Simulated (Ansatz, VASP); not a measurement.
# SiC (Moissanite 3C) in two plane-wave programs

One calculation is typed for both programs; each brings its own data sets. How far apart do they land? Valence electrons are named where the data sets of a main pair hold unlike numbers.

Method: plane waves, with VASP 6.6.1 beside it; band structure at LDA, in Ansatz 0.2.0.

**1. Starting point**

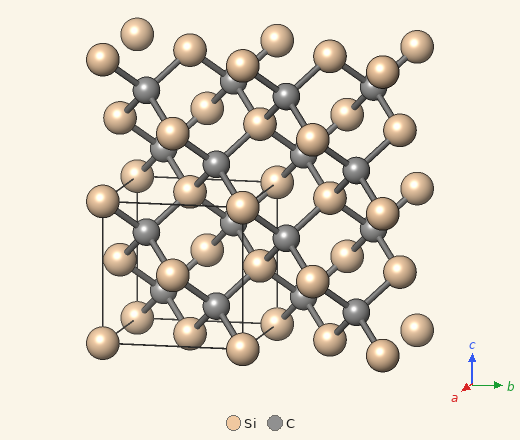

The cell as given, slightly off an axis (silicon light orange, carbon grey). 1×2×2 cells are drawn. This picture shows the conventional cell, with its axes. Bonds to atoms that aren't drawn are left out. Some periodic images of atoms are drawn too.

**2. VASP: band structure, LDA**

The same path points are solved in both programs, so levels can be compared one by one.

Lines of VASP's logs that name or quote its potential files are left out, and so is its time.

Contents of INCAR:

```
SYSTEM = SiC
PREC = Accurate
ENCUT = 440
EDIFF = 1E-08
NELM = 100
ISMEAR = 0
SIGMA = 0.01
LREAL = .FALSE.
ALGO = Normal
GGA = CA
NBANDS = 10
LORBIT = 11
LWAVE = .TRUE.
LCHARG = .FALSE.
KPAR = 4
```

Contents of POSCAR:

```
SiC
1.0
    0.0000000000      2.1790000000      2.1790000000
    2.1790000000      0.0000000000      2.1790000000
    2.1790000000      2.1790000000      0.0000000000
Si C
1 1
Direct
    0.0000000000      0.0000000000      0.0000000000
    0.7500000000      0.7500000000      0.7500000000
```

Contents of KPOINTS:

```
Automatic mesh
0
Gamma
6 6 6
0 0 0
```

Contents of KPOINTS_OPT:

```
Line mode
12
Line-mode
Reciprocal
  0.00000000   0.00000000   0.00000000 GAMMA
  0.50000000   0.00000000   0.50000000 X

  0.50000000   0.00000000   0.50000000 X
  0.50000000   0.25000000   0.75000000 W

  0.50000000   0.25000000   0.75000000 W
  0.37500000   0.37500000   0.75000000 K

  0.37500000   0.37500000   0.75000000 K
  0.00000000   0.00000000   0.00000000 GAMMA

  0.00000000   0.00000000   0.00000000 GAMMA
  0.50000000   0.50000000   0.50000000 L

  0.50000000   0.50000000   0.50000000 L
  0.62500000   0.25000000   0.62500000 U

  0.62500000   0.25000000   0.62500000 U
  0.50000000   0.25000000   0.75000000 W

  0.50000000   0.25000000   0.75000000 W
  0.50000000   0.50000000   0.50000000 L

  0.50000000   0.50000000   0.50000000 L
  0.37500000   0.37500000   0.75000000 K

  0.62500000   0.25000000   0.62500000 U
  0.50000000   0.00000000   0.50000000 X
```

The projector-augmented-wave data sets are Si_GW and C_GW (LDA family, release 64).

Launch:

```bash
$ mpirun -np 4 vasp_std
```

Numbers of over 12 decimals in the logs are rounded to 6 here.

Log:

```text
[banner, memory and clock lines left out]
running    4 mpi-ranks, on    1 nodes
 distrk:  each k-point on    1 cores,    4 groups
 distr:  one band on    1 cores,    1 groups

 POSCAR found type information on POSCAR SiC
 POSCAR found :  2 types and       2 ions
 LDA part: xc-table for (Slater(with rela. corr.)+CA(PZ))
 , standard interpolation
 POSCAR, INCAR and KPOINTS ok, starting setup
 FFT: planning ... GRIDC
 FFT: planning ... GRID_SOFT
 FFT: planning ... GRID
 WAVECAR not read
 entering main loop
       N       E                     dE             d eps       ncg     rms          rms(c)
DAV:   1     0.335420378362E+01    0.33542E+01   -0.44162E+03   346   0.747E+02
DAV:   2    -0.181231530993E+02   -0.21477E+02   -0.20537E+02   468   0.133E+02
DAV:   3    -0.186885061385E+02   -0.56535E+00   -0.56364E+00   420   0.179E+01
DAV:   4    -0.186946272141E+02   -0.61211E-02   -0.61189E-02   442   0.223E+00
DAV:   5    -0.186947212484E+02   -0.94034E-04   -0.94016E-04   408   0.262E-01    0.718E+00
DAV:   6    -0.167322839780E+02    0.19624E+01   -0.75855E+00   440   0.169E+01    0.209E+00
DAV:   7    -0.166507139303E+02    0.81570E-01   -0.29153E-01   418   0.342E+00    0.113E+00
DAV:   8    -0.166276263905E+02    0.23088E-01   -0.32692E-02   454   0.156E+00    0.958E-02
DAV:   9    -0.166274278030E+02    0.19859E-03   -0.14634E-03   422   0.269E-01    0.409E-02
DAV:  10    -0.166274343465E+02   -0.65436E-05   -0.13376E-04   464   0.783E-02    0.822E-03
DAV:  11    -0.166274336888E+02    0.65771E-06   -0.55177E-06   436   0.187E-02    0.188E-03
DAV:  12    -0.166274336055E+02    0.83348E-07   -0.46778E-07   424   0.443E-03    0.269E-04
DAV:  13    -0.166274336123E+02   -0.68205E-08   -0.57157E-09   258   0.951E-04
   1 F= -.16627434E+02 E0= -.16627434E+02  d E =-.240813E-66
 Start KPOINTS_OPT (optional k-point list driver)
k-point batch [1-16\120]
       N       E                     dE             ncg
DAV:   1     0.647738090142E+03   -0.27494E+04      350
DAV:   2     0.310960573648E+03   -0.33678E+03      526
DAV:   3     0.305374554108E+03   -0.55860E+01      414
DAV:   4     0.305273444999E+03   -0.10111E+00      446
DAV:   5     0.305269953327E+03   -0.34917E-02      420
DAV:   6     0.305269898814E+03   -0.54513E-04      496
DAV:   7     0.305269896995E+03   -0.18192E-05      412
DAV:   8     0.305269896982E+03   -0.13148E-07      448
DAV:   9     0.305269896981E+03   -0.27671E-09      302
[...]
k-point batch [113-120\120]
       N       E                     dE             ncg
DAV:   1     0.299471625519E+04   -0.24720E+04      214
DAV:   2     0.288828056635E+04   -0.10644E+03      222
DAV:   3     0.288646770588E+04   -0.18129E+01      232
DAV:   4     0.288645304970E+04   -0.14656E-01      224
DAV:   5     0.288645287510E+04   -0.17460E-03      236
DAV:   6     0.288645287127E+04   -0.38347E-05      252
DAV:   7     0.288645287126E+04   -0.91773E-08      212
 writing wavefunctions
```

Parts of OUTCAR (step 2):

```text
ion  position               nearest neighbor table
   1  0.000  0.000  0.000-   2 1.89   2 1.89   2 1.89   2 1.89
   2  0.750  0.750  0.750-   1 1.89   1 1.89   1 1.89   1 1.89

  LATTYP: Found a face centered cubic cell.
 ALAT       =     4.3580000000

 Subroutine GETGRP returns: Found 24 space group operations
 (whereof 24 operations were pure point group operations)

The static configuration has the point symmetry T_d .

 Found     16 irreducible k-points:

   k-points           NKPTS =     16   k-points in BZ     NKDIM =     16   number of bands    NBANDS=     10

   dimension x,y,z NGX =    24 NGY =   24 NGZ =   24
   dimension x,y,z NGXF=    48 NGYF=   48 NGZF=   48

   ENCUT  =  440.0 eV  32.34 Ry    5.69 a.u.   5.27  5.27  5.27*2*pi/ulx,y,z

   NELECT =       8.0000    total number of electrons

 k-points in reciprocal lattice and weights: Automatic mesh
   0.00000000  0.00000000  0.00000000       0.005
   0.16666667  0.00000000  0.00000000       0.037
   0.33333333  0.00000000  0.00000000       0.037
   0.50000000  0.00000000  0.00000000       0.019
   0.16666667  0.16666667  0.00000000       0.028
   0.33333333  0.16666667  0.00000000       0.111
   0.50000000  0.16666667  0.00000000       0.111
  -0.33333333  0.16666667  0.00000000       0.111
  -0.16666667  0.16666667  0.00000000       0.056
[...]
-0.33333333  0.33333333  0.16666667       0.111
  -0.33333333  0.50000000  0.16666667       0.056

 average (electrostatic) potential at core
       1 -65.7571       2 -49.3655

 E-fermi :   7.8697

 k-point     1 :       0.0000    0.0000    0.0000
  band No.  band energies     occupation
      1      -7.5790      2.00000
      2       7.7497      2.00000
      3       7.7497      2.00000
      4       7.7497      2.00000
      5      14.0319      0.00000
      6      14.9301      0.00000
      7      14.9301      0.00000
      8      14.9301      0.00000
      9      22.1926      0.00000
    ...

 k-point     2 :       0.1667    0.0000    0.0000
  band No.  band energies     occupation
      1      -7.0379      2.00000
      2       5.3893      2.00000
      3       7.4154      2.00000
      4       7.4154      2.00000
      5      14.0449      0.00000
      6      15.4474      0.00000
      7      15.4474      0.00000
      8      16.0187      0.00000
      9      20.6436      0.00000
    ...

 k-point     3 :       0.3333    0.0000    0.0000
  band No.  band energies     occupation
      1      -5.4997      2.00000
      2       1.5817      2.00000
      3       6.8998      2.00000
      4       6.8998      2.00000
      5      13.3774      0.00000
      6      15.2795      0.00000
      7      15.2795      0.00000
      8      17.5384      0.00000
      9      21.9127      0.00000
    ...

  Total       -0.6795723     -0.6795723     -0.6795723      0.0000000      0.0000000      0.0000000
  in kB      -52.6192429    -52.6192429    -52.6192429      0.0000000      0.0000000      0.0000000
  external PRESSURE =     -52.6192429 kB  Pullay stress =       0.0000000 kB

  energy-cutoff  :      440.00
  volume of cell :       20.69
      direct lattice vectors                 reciprocal lattice vectors
     0.000000000  2.179000000  2.179000000    -0.229463056  0.229463056  0.229463056
     2.179000000  0.000000000  2.179000000     0.229463056 -0.229463056  0.229463056
     2.179000000  2.179000000  0.000000000     0.229463056  0.229463056 -0.229463056

 POSITION                                       TOTAL-FORCE (eV/Angst)
 -----------------------------------------------------------------------------------
      0.00000      0.00000      0.00000        -0.000000     -0.000000     -0.000000
      3.26850      3.26850      3.26850         0.000000      0.000000      0.000000
 -----------------------------------------------------------------------------------
    total drift:                                0.000000      0.000000     -0.000000

  FREE ENERGIE OF THE ION-ELECTRON SYSTEM (eV)
  ---------------------------------------------------
  free  energy   TOTEN  =       -16.6274336123 eV

  energy  without entropy=      -16.6274336123  energy(sigma->0) =      -16.62743361

 total charge
# of ion       s       p       d       tot
------------------------------------------
    1        0.692   0.958   0.208   1.858
    2        0.803   1.683   0.000   2.486
--------------------------------------------------
tot          1.495   2.641   0.208   4.344

[... 3 further parts left out ...]
```

The run ends at a pressure of -5.26 GPa.

**3. Ansatz: band structure, LDA**

Ansatz runs on its default PAW (the set named soft_2) files.

The same cell, functional (in two slightly different forms), mesh and smearing now go to Ansatz, which takes its cutoff from its data sets.

Contents of input.yaml:

```yaml
crystal:
  lattice:
    - [0.0, 2.179, 2.179]
    - [2.179, 0.0, 2.179]
    - [2.179, 2.179, 0.0]
  atoms:
    - { symbol: Si, position: [0.0, 0.0, 0.0] }
    - { symbol: C, position: [0.75, 0.75, 0.75] }
hamiltonian:
  xc: lda
  pseudopotentials: { kind: paw }
kpoints:
  mp_grid: { grid: [6, 6, 6] }
  band_path:
    path:
      - [0.0, 0.0, 0.0]
      - [0.18182, 0.0, 0.18182]
      - [0.36364, 0.0, 0.36364]
      - [0.5, 0.0, 0.5]
      - [0.5, 0.09091, 0.59091]
      - [0.5, 0.18182, 0.68182]
      - [0.5, 0.25, 0.75]
      - [0.45455, 0.29545, 0.75]
      - [0.40909, 0.34091, 0.75]
      - [0.375, 0.375, 0.75]
      - [0.20455, 0.20455, 0.40909]
      - [0.06818, 0.06818, 0.13636]
      - [0.04545, 0.04545, 0.04545]
      - [0.22727, 0.22727, 0.22727]
      - [0.40909, 0.40909, 0.40909]
      - [0.51136, 0.47727, 0.51136]
      - [0.55682, 0.38636, 0.55682]
      - [0.60227, 0.29545, 0.60227]
      - [0.61364, 0.25, 0.63636]
      - [0.56818, 0.25, 0.68182]
      - [0.51136, 0.25, 0.73864]
      - [0.5, 0.29545, 0.70455]
      - [0.5, 0.38636, 0.61364]
      - [0.5, 0.47727, 0.52273]
      - [0.47727, 0.47727, 0.54545]
      - [0.43182, 0.43182, 0.63636]
      - [0.38636, 0.38636, 0.72727]
      - [0.60227, 0.20455, 0.60227]
      - [0.55682, 0.11364, 0.55682]
      - [0.5, 0.0, 0.5]
    npoints: 1
scf:
  occupations: { method: gaussian, width: 0.01 }
  n_extra_bands: 7
output:
  forces: true
  stress: true
  eigenvalues: true
```

Launch:

```bash
$ ansatz run input.yaml --threads 2 --pin off --max-ram 4608MiB --backend cpu --events-out ev --progress --plain --runs-dir out
```

Log:

```text
scf.n_extra_bands = 7 over 4 filled bands (N_el = 8.0): the run solves 11 bands
Engine: ansatz 0.2.0, aarch64-unknown-linux-gnu
Pseudopotentials: kind: paw
Pseudopotential: Si, paw, valence charge 4, recommended cutoff 420 eV (normal), Si.paw.azcp
Pseudopotential: C, paw, valence charge 4, recommended cutoff 420 eV (normal), C.paw.azcp
Functional definition: SPW92
  exchange = slater_x
  correlation = pw_c
Crystal: 2 atoms, lattice volume = 20.692 Å³
Basis set: ecut = 420 eV, 411 PW (Γ)
Bands: 11, of which v1, the nominal top of the filled ones, is band 4 counted from 1 (3 counted from 0)
Symmetry: 24 space group operations
Space group: F-43m (ITA 216), of the structure as read, at distance tolerance 2.7e-5 Å
k-points: 16 of 216 (time reversal used)
Non-local potential: Si, projectors of the file, l = 0: 2, l = 1: 2, l = 2: 2
Non-local potential: C, projectors of the file, l = 0: 2, l = 1: 2, l = 2: 1
PAW form: soft (Blöchl's): semilocal exchange-correlation on the pseudo side does not see the compensation charge
PAW frozen core: Si, regenerated for the run's functional, and the local potential with it (the file was generated under x = pbe(κ = 0.804, μ = 0.219515), c = pbe(β = 0.066725))
PAW frozen core: C, regenerated for the run's functional, and the local potential with it (the file was generated under x = pbe(κ = 0.804, μ = 0.219515), c = pbe(β = 0.066725))
PAW one-centre angular grid: Si, 110 points (default); XC on 64 Gauss nodes
PAW one-centre angular grid: C, 110 points (default); XC on 64 Gauss nodes
Initial density: superposition of atomic densities (neutral atoms: chi_scale 0, normalization atom), corrected by the library's trained network
Initial wavefunctions: pseudopotential atomic-orbital guess
Functional: x = slater, c = lda
SCF iter   1: F=—  HF=-852.187466 eV  |F-HF|=—  |Δ(HF+E_count)|=         —  Δρ=7.29e-3  dr2=1.11e-2  ethr=1.77e-3  ⟨swp⟩=6.1  Hψ=1274  notcnv=0
preconditioner: auto → none  [insulator: Δε(μ)=1.242 eV  Ē_g=17.377 eV  σ=0.010 eV  W_gap=1.00  n_scr=0 (ndim 8)  ℏωp=23.1 eV  f_vac=0.000  D(μ)=0.00/eV (n_scr^D=0)  ε∞_Penn≈2.8]
SCF iter   2: F=—  HF=-852.184507 eV  |F-HF|=—  |Δ(HF+E_count)|=   2.96e-3  Δρ=3.40e-3  dr2=1.16e-3  ethr=1.38e-4  ⟨swp⟩=2.0  Hψ=385  notcnv=0  defer=31
SCF iter   3: F=—  HF=-852.184198 eV  |F-HF|=—  |Δ(HF+E_count)|=   3.09e-4  Δρ=1.42e-3  dr2=1.64e-4  ethr=1.44e-5  ⟨swp⟩=2.8  Hψ=272  notcnv=0  defer=31
SCF iter   4: F=—  HF=-852.184160 eV  |F-HF|=—  |Δ(HF+E_count)|=   3.84e-5  Δρ=2.77e-4  dr2=6.77e-6  ethr=2.05e-6  ⟨swp⟩=1.0  Hψ=145  notcnv=0  defer=31
SCF iter   5: F=—  HF=-852.184158 eV  |F-HF|=—  |Δ(HF+E_count)|=   1.94e-6  Δρ=2.01e-5  dr2=3.50e-8  ethr=8.47e-8  ⟨swp⟩=1.2  Hψ=156  notcnv=0  defer=31
SCF iter   6: F=-852.184158 eV  HF=-852.184158 eV  |F-HF|=6.29e-11  |Δ(HF+E_count)|=   1.03e-8  Δρ=1.19e-6  dr2=9.94e-11  ethr=4.38e-10  ⟨swp⟩=5.9  Hψ=756  notcnv=0
SCF 1 converged in 6 iterations: F = -852.184158 eV  dr2 = 9.94e-11
  greatest PAW one-centre occupation: 0.636 electrons in one spin orbital (limit 2), on the C atom at site 1 (counted from 0), in its partial waves of l = 0
NSCF: frozen V_eff on 30 k-points
SCF converged after 6 iterations
Free energy (F): -852.184158 eV
Harris-Foulkes:  -852.184158 eV  (|F-HF|=6.29e-11)
Internal energy: -852.184158 eV  (E = F + TS)
E sigma→0 (E₀):  -852.184158 eV
Fermi energy:    9.906597 eV
--- Per-component energies (eV) ---
  E_band       = 27.094863
  E_kinetic    = 135.768043
  E_local      = -106.332917  (includes V_loc(G=0)·N_el)
  E_nonlocal   = 53.894960
  E_hartree    = 31.814862
  E_xc         = -104.703545
  E_vxc        = -109.366404  (∫ρ·V_xc dr)
  E_paw        = -577.988956  (= ΣΔE_a)
  E_vpaw       = -10.498566  (= ΣTr[D̂ρ^β])
  E_aug_tail   = 0.000012  (compensation charges beyond the density's cutoff)
  E_ewald      = -284.783780
  E_core_change = 0.147163  (= ΣΔE_core)
  E_smearing   = -0.000000  (= −TS)
  E_closure    = -0.000000  (closes the sum)
  Σ components = -852.184158   (vs F -852.184158, Δ=0.00e0)
--- Forces (eV/Å), atoms counted from 1 ---
  atom   1  Si    -0.00000000     0.00000000     0.00000000
  atom   2  C      0.00000000     0.00000000     0.00000000
  max |Σ_I F_I| component: 2.22e-16 eV/Å
--- Stress (GPa, compression-positive) ---
       -4.382326      -0.000000      -0.000000
       -0.000000      -4.382326       0.000000
        0.000000       0.000000      -4.382326
  P = ⅓ Tr σ = -4.3823 GPa (-43.823 kbar)
--- Band table (eV; the first three rows and the last of 16) ---
  k-point 0: bands = [-6.0709, 9.2517, 9.2517, 9.2517, 15.5165, 16.4441, 16.4441, 16.4441, ... 3 higher]
  k-point 1: bands = [-5.5295, 6.8971, 8.9201, 8.9201, 15.5453, 16.9606, 16.9606, 17.5167, ... 3 higher]
  k-point 2: bands = [-3.9913, 3.0906, 8.4044, 8.4044, 14.8785, 16.7933, 16.7933, 19.0360, ... 3 higher]
  k-point 15: bands = [-0.7883, 1.9428, 4.7187, 4.8484, 13.1846, 16.2118, 19.9681, 21.2850, ... 3 higher]
```

Run time: 1.2 s. Hardware: 2 threads of Arm Neoverse N1, shared host; peak memory 0.23 GiB; 1.8 s of CPU time.

**4. Differences**

Known differences besides the potentials themselves: the two LDA forms differ slightly; the cutoff is 420 eV in Ansatz and 440 eV in VASP; VASP's log shows a relativistic correction to its local exchange, Ansatz's none. Total energies have different zeros and are not compared.

Both answers:

```tsv
quantity	Ansatz	VASP	difference
gap over the path points (eV)	1.310	1.296	+0.014
```

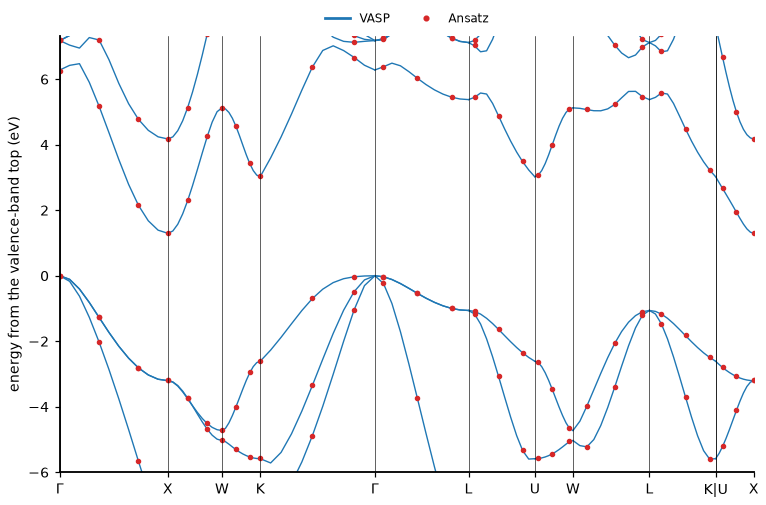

Bands from VASP (lines) and levels from Ansatz (dots). Dots without a line are higher empty bands that the VASP plot leaves out.

Levels at points of the path, from each program's valence-band top (eV; 3 filled, then empty):

```tsv
k (reciprocal lattice)	Ansatz	VASP
0.000 0.000 0.000	0.00 0.00 0.00 6.26 7.19 7.19	0.00 0.00 0.00 6.28 7.18 7.18
0.182 0.000 0.182	-2.02 -1.27 -1.27 5.18 7.19 9.18	-2.03 -1.27 -1.27 5.17 7.20 9.17
0.364 0.000 0.364	-5.66 -2.80 -2.80 2.16 4.78 12.50	-5.66 -2.81 -2.81 2.15 4.78 12.49
0.500 0.000 0.500	-7.82 -3.19 -3.19 1.31 4.18 13.82	-7.82 -3.20 -3.20 1.30 4.18 13.81
0.500 0.091 0.591	-7.65 -3.74 -3.73 2.30 5.14 12.65	-7.65 -3.75 -3.73 2.29 5.13 12.65
0.500 0.182 0.682	-7.24 -4.68 -4.50 4.26 7.39 10.34	-7.24 -4.68 -4.51 4.25 7.38 10.34
0.500 0.250 0.750	-7.04 -5.02 -4.71 5.13 9.33 9.36	-7.04 -5.03 -4.72 5.13 9.33 9.35
0.455 0.295 0.750	-7.12 -5.29 -4.00 4.58 8.19 9.97	-7.13 -5.31 -4.01 4.57 8.19 9.97
0.409 0.341 0.750	-7.25 -5.52 -2.95 3.43 7.72 11.05	-7.25 -5.53 -2.96 3.42 7.72 11.04
0.375 0.375 0.750	-7.29 -5.57 -2.60 3.04 7.64 11.70	-7.29 -5.58 -2.61 3.02 7.64 11.69
```

Among the levels compared at these points, filled levels agree within 12 meV and empty ones within 17 meV. Not compared: the pressure (VASP's GW data sets at this cutoff don't carry it).

**5. What came out**

| Item | Value |
| --- | --- |
| largest difference of a filled level at the path points (band structure, LDA) | 12 meV |

What this shows: The largest difference of a filled level at the path points is 12 meV (band structure, LDA), within the 80 meV picked in this series as the mark of a large difference. How closely two codes agree says nothing of how well the functional describes the real material.

[Lines on the potential files, build, host, timing and source positions are cut from VASP's logs without a mark.]

[Logs are printed without paths, hosts, clocks, repeated set-up lines and the standing remarks that a program may print on its own settings, such as how far it seeks lower states.]

[Hosts, paths, dates, database ids (printed as entryN), source tags and the programs' standing remarks are cut or masked in the printed files.]
